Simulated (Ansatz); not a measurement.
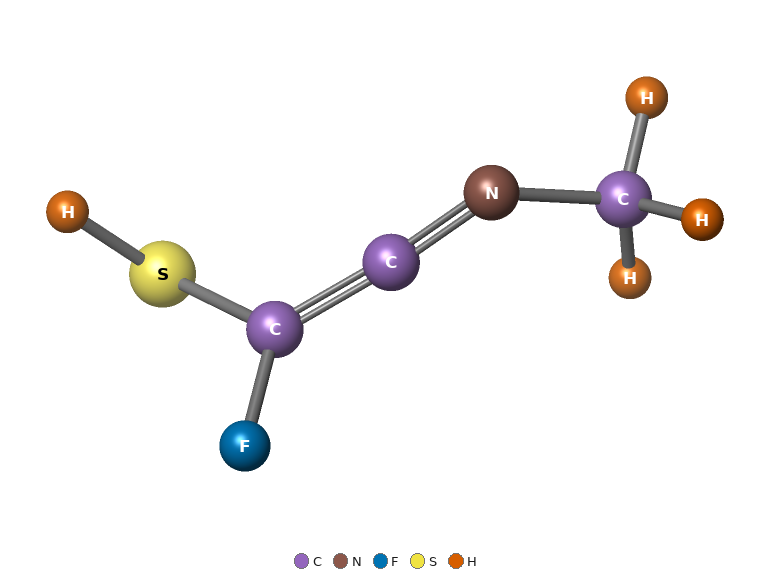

The computed structure is the end point of a PBE-D4/def2-SVP optimisation. No frequency run is at hand to confirm it as a minimum. Method: RKS PBE-D4/def2-SVP (Ansatz 0.2.0).

**What is the dispersion correction?**

−19.7 kJ/mol.

**Estimate the dipole moment.**

1.90 D.
